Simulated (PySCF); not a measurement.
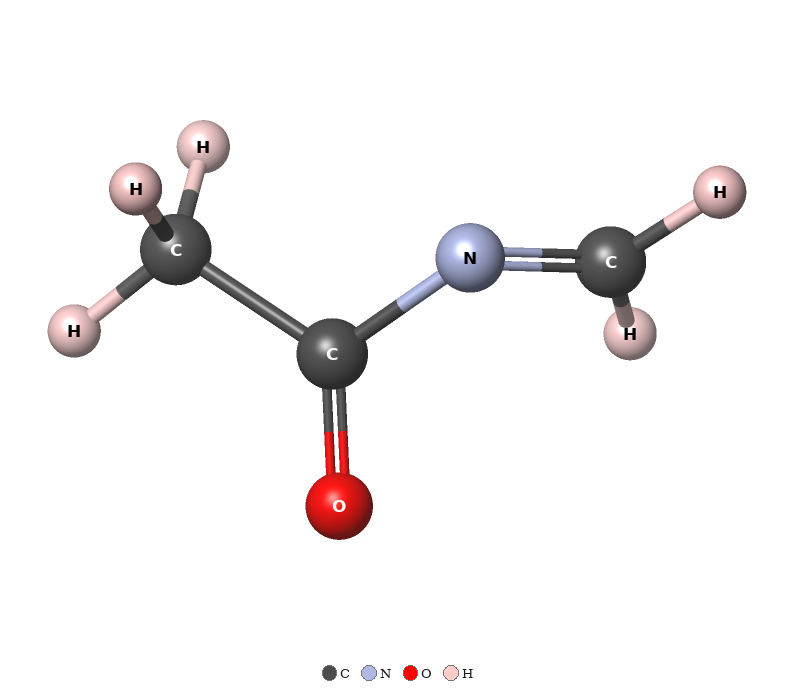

A ball-and-stick model of a molecule. Double and triple bonds are drawn as two and three sticks.

The computed structure is the end point of a PBE0-D3(BJ)/def2-SVP optimisation. No frequency run is at hand to confirm it as a minimum.

What does the picture show?

It has 10 atoms: 3 carbon, 5 hydrogen, 1 nitrogen and 1 oxygen (C₃H₅NO). Its SMILES string is `C=NC(C)=O`. It has no ring. Among its groups: imine. The point group is C1. Coordination: 2 C trigonal planar; 1 N bent; 1 C tetrahedral.

More results for the same structure follow; atom numbers are the same in all pictures, views and colours differ.

Core levels

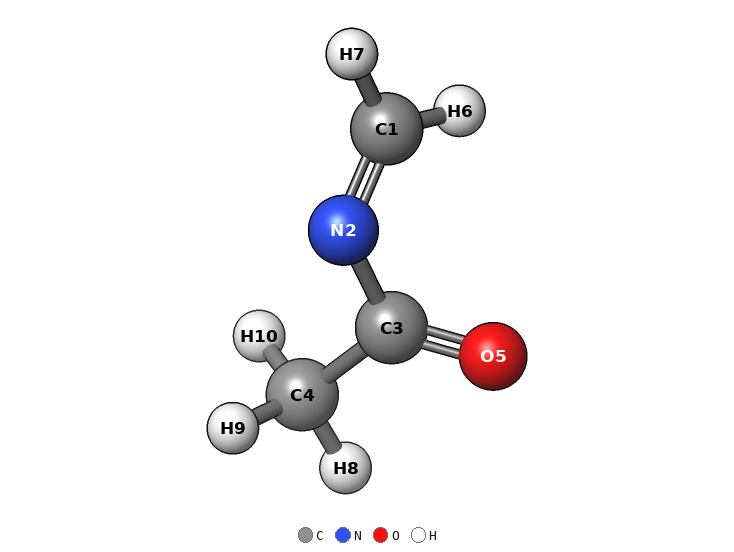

No frequency run is at hand to confirm it as a minimum. Properties computed with delta-SCF UKS SCAN, pcX-2 on the ionised atom, pcseg-1 elsewhere, spin-free X2C (PySCF 2.14.0).

Give the core-electron binding energies (to vacuum) of C1 1s, N2 1s, C3 1s, C4 1s, O5 1s.

| atom | level | binding energy (eV) |
| --- | --- | --- |
| C1 | 1s | 292.6 |
| N2 | 1s | 405.6 |
| C3 | 1s | 294.0 |
| C4 | 1s | 291.2 |
| O5 | 1s | 537.6 |

Excitation

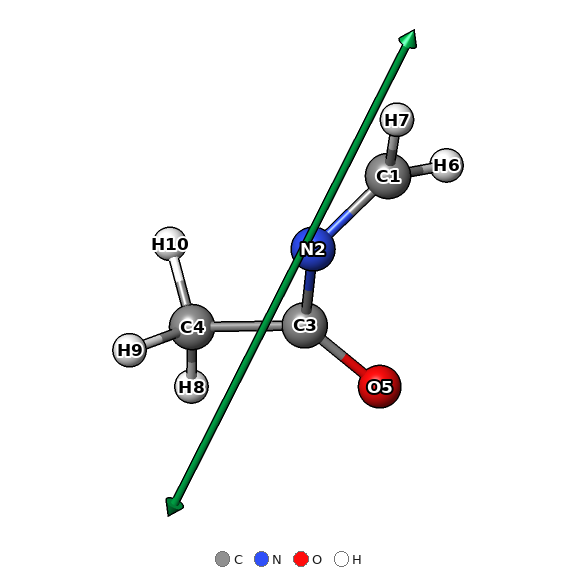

The double arrow shows the direction of the transition dipole to excited singlet state 5 (its length means nothing). No frequency run is at hand to confirm it as a minimum. Method: TDDFT ωB97X-D/def2-SVPD, vertical, gas phase, core orbitals frozen in the response (PySCF 2.14.0).

Question: Where does the transition lie, and how strong is it?

Answer: 7.68 eV (161 nm), oscillator strength 0.24, mainly HOMO−2 → LUMO (weight 0.72); transition dipole 2.88 D.

NMR shielding

The questions are on isotropic NMR shieldings of the C atoms. No frequency run is at hand to confirm it as a minimum. Method: GIAO ωB97X-D/pcSseg-2 NMR shielding, non-relativistic, gas phase (PySCF 2.14.0).

Give the isotropic NMR shieldings of the C atoms atom by atom.

```tsv
atom	σ (ppm)
C1	19.5
C3	−13.0
C4	157.6
```

Spin–spin coupling

No frequency run is at hand to confirm it as a minimum. Properties computed with B3LYP/pcJ-1 indirect spin-spin coupling, non-relativistic, gas phase (PySCF 2.14.0). Isotopes: 13C, 1H, 15N, 17O.

Give the spin–spin coupling constants of these pairs, with the number of bonds between them: C1/N2, N2/C3, N2/H6, N2/C4, N2/O5, N2/H7, N2/H8, N2/H9.

```tsv
pair	bonds apart	J (Hz)
C1, N2	1	−8.5
N2, C3	1	4.4
N2, H6	2	4.3
N2, C4	2	−10.7
N2, O5	2	−1.6
N2, H7	2	−10.9
N2, H8	3	−4.2
N2, H9	3	−0.9
```
